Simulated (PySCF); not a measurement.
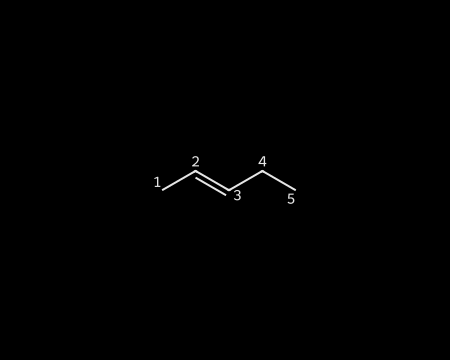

Skeletal drawing with numbered atoms; wedges and dashes mark any stereocentres. The configuration is that of a computed structure (PBE0-D3(BJ)/def2-SVP).

> What are the Cahn–Ingold–Prelog descriptors?

C2=C3: E.

> Give a SMILES with the stereochemistry.

C/C=C/CC
